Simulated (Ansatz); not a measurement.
# Cr3P3: one change and its effect

System: Cr3P3, multiplicity 6.
Method of run 1: UKS PBE0-D4/def2-SVP (Ansatz 0.2.0).

The geometry: PBE0-D4/def2-SVP start. Text and figures count atoms from 1; the logs count them from 0 in places.

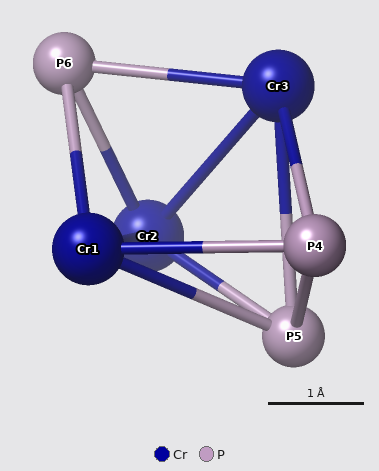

**Figure 1.** The starting structure (ball-and-stick view, seen at a tilt; atoms are numbered from 1 in the order of the input). Sticks mark near contacts.

The input, run 1:
```yaml
crystal:
  periodic: [false, false, false]
  atoms:
    - {symbol: Cr, position_ang: [-0.590697, 1.243715, 0.722107]}
    - {symbol: Cr, position_ang: [0.130204, -1.231790, 1.227549]}
    - {symbol: Cr, position_ang: [-0.284044, -0.630903, -1.321479]}
    - {symbol: P, position_ang: [0.926634, 1.388628, -1.234900]}
    - {symbol: P, position_ang: [1.732584, 0.071329, 0.252649]}
    - {symbol: P, position_ang: [-1.914671, -0.840981, 0.354075]}
basis:
  gaussian: {orbitals: def2-SVP}
magnetization: {spin_polarized: true, initial_magnetization: 5}
hamiltonian: {xc: pbe0, dispersion: d4}
scf: {lower_state_search: "off"}
output: {orbitals: {seedname: orbitals}}
relax: {f_tol: 0.02, max_steps: 100}
```

Command:
```bash
ansatz run in.yaml --threads 4 --pin off --events-out ev --progress --plain --max-ram 8704MiB
```

Hardware: 4 threads of Arm Neoverse V2, 23 GiB of memory available, shared host.

Output, shortened to warnings, some set-up lines, iterations and results (run 1):
```
[...]
mean field evaluation 1: about -113007.4930 eV, gradient 1.3e2 eV
mean field evaluation 2: about -112329.8849 eV, gradient 2.8e2 eV
mean field evaluation 4: about -112559.2147 eV, gradient 2.7e2 eV
mean field evaluation 8: about -113050.9578 eV, gradient 8.2e1 eV
mean field evaluation 16: about -113081.4422 eV, gradient 7.7e-1 eV
relax step   1: F+E_penalty+E_count = -113081.92906551 eV  Δ(F+E_penalty+E_count) = +0.000e0 eV  max|allowed force component| = 1.049e0 eV/Å  Δτ_max = 0.0000 Å  (159 SCF …
mean field evaluation 32: about -113081.8365 eV, gradient 2.7e-1 eV
relax step   2: F+E_penalty+E_count = -113082.30974750 eV  Δ(F+E_penalty+E_count) = -3.807e-1 eV  max|allowed force component| = 5.868e-1 eV/Å  Δτ_max = 0.1098 Å  (89 SCF …
relax step   3: F+E_penalty+E_count = -113082.45112690 eV  Δ(F+E_penalty+E_count) = -1.414e-1 eV  max|allowed force component| = 2.676e-1 eV/Å  Δτ_max = 0.1545 Å  (95 SCF …
mean field evaluation 64: about -113081.9926 eV, gradient 6.9e-6 eV
relax step   4: F+E_penalty+E_count = -113082.46598715 eV  Δ(F+E_penalty+E_count) = -1.486e-2 eV  max|allowed force component| = 1.322e-1 eV/Å  Δτ_max = 0.0627 Å  (86 SCF …
relax step   5: F+E_penalty+E_count = -113082.46863643 eV  Δ(F+E_penalty+E_count) = -2.649e-3 eV  max|allowed force component| = 3.295e-2 eV/Å  Δτ_max = 0.0216 Å  (74 SCF …
relax step   6: F+E_penalty+E_count = -113082.46914985 eV  Δ(F+E_penalty+E_count) = -5.134e-4 eV  max|allowed force component| = 1.220e-2 eV/Å  Δτ_max = 0.0075 Å  (73 SCF …
Total energy: -113082.46919698 eV, -4155.7040929385 hartree
Atom 0 at    -0.521635     1.111045     0.650413 Å, force     0.009277    -0.003444     0.012202 eV/Å
Atom 1 at     0.117281    -1.374990     1.414640 Å, force     0.002844     0.000439    -0.004595 eV/Å
Atom 2 at    -0.150341    -0.599988    -1.214369 Å, force    -0.000470    -0.004203    -0.003948 eV/Å
Atom 3 at     0.788969     1.483226    -1.259739 Å, force    -0.007397    -0.007736    -0.007680 eV/Å
Atom 4 at     1.662078     0.058306     0.145310 Å, force     0.002580     0.009120     0.010823 eV/Å
Atom 5 at    -1.896343    -0.677601     0.263745 Å, force    -0.006835     0.005824    -0.006802 eV/Å
Dipole moment:     0.048872    -0.451329     0.470039 e Å
Checks for a lower state left out: stability, starts, cluster_reference, orbital_swaps, neighbouring_geometries, increment
```

The input of run 2 differs as follows (lines with − go, lines with + come):
```diff
-magnetization: {spin_polarized: true, initial_magnetization: 5}
+magnetization: {spin_polarized: true, initial_magnetization: 3}
```

How does run 2 compare with run 1?

With the same method and basis, run 2 lies 55.5 kcal/mol lower. The LUMO goes from −2.51 to −2.79 eV. The dipole moment goes from 3.14 to 1.70 D. On the same kind of shared host run 2 took about 0.68 times as long.

Output, shortened to warnings, some set-up lines, iterations and results (run 2):
```
[...]
mean field evaluation 1: about -113009.8934 eV, gradient 1.2e2 eV
mean field evaluation 2: about -112348.3671 eV, gradient 2.8e2 eV
mean field evaluation 4: about -112706.3964 eV, gradient 2.5e2 eV
mean field evaluation 8: about -113020.3865 eV, gradient 1.2e2 eV
mean field evaluation 16: about -113081.0384 eV, gradient 1.9e0 eV
mean field evaluation 32: about -113083.9615 eV, gradient 3.1e-1 eV
relax step   1: F+E_penalty+E_count = -113084.42914120 eV  Δ(F+E_penalty+E_count) = +0.000e0 eV  max|allowed force component| = 1.559e0 eV/Å  Δτ_max = 0.0000 Å  (193 SCF …
relax step   2: F+E_penalty+E_count = -113084.78875443 eV  Δ(F+E_penalty+E_count) = -3.596e-1 eV  max|allowed force component| = 5.032e-1 eV/Å  Δτ_max = 0.1502 Å  (46 SCF …
relax step   3: F+E_penalty+E_count = -113084.86845703 eV  Δ(F+E_penalty+E_count) = -7.970e-2 eV  max|allowed force component| = 1.768e-1 eV/Å  Δτ_max = 0.1034 Å  (41 SCF …
mean field evaluation 64: about -113084.4049 eV, gradient 2.7e-5 eV
relax step   4: F+E_penalty+E_count = -113084.87562607 eV  Δ(F+E_penalty+E_count) = -7.169e-3 eV  max|allowed force component| = 8.435e-2 eV/Å  Δτ_max = 0.0225 Å  (44 SCF …
relax step   5: F+E_penalty+E_count = -113084.87786162 eV  Δ(F+E_penalty+E_count) = -2.236e-3 eV  max|allowed force component| = 1.746e-2 eV/Å  Δτ_max = 0.0255 Å  (43 SCF …
Total energy: -113084.87790980 eV, -4155.7926115017 hartree
Atom 0 at    -0.611180     1.249955     0.580211 Å, force    -0.014580    -0.000068    -0.010379 eV/Å
Atom 1 at     0.173695    -1.469852     1.204055 Å, force     0.008147    -0.003480    -0.009560 eV/Å
Atom 2 at    -0.259959    -0.718177    -1.381228 Å, force    -0.005459     0.003469     0.006648 eV/Å
Atom 3 at     0.935991     1.458381    -1.202774 Å, force    -0.001003     0.006078    -0.008926 eV/Å
Atom 4 at     1.671538     0.164339     0.312415 Å, force     0.009573    -0.012320     0.017462 eV/Å
Atom 5 at    -1.910075    -0.684648     0.487322 Å, force     0.003322     0.006321     0.004755 eV/Å
Dipole moment:     0.090790    -0.315482     0.133974 e Å
Checks for a lower state left out: stability, starts, cluster_reference, orbital_swaps, neighbouring_geometries, increment
```

The two runs side by side:

```csv
quantity,run 1,run 2
outcome,converged,converged
total energy (hartree),−4155.704093,−4155.792611
HOMO (eV),−5.09,−5.09
LUMO (eV),−2.51,−2.79
dipole moment (D),3.14,1.70
⟨S²⟩,11.803,9.024
largest force (eV/Å),0.016,0.023
basis functions,147,147
wall time (shared host),70 s,48 s
```

For run 1: ⟨S²⟩ is 11.80 against 8.75 for a pure state: the solution is spin-contaminated. For run 2: ⟨S²⟩ is 9.02 against 3.75 for a pure state: the solution is spin-contaminated.
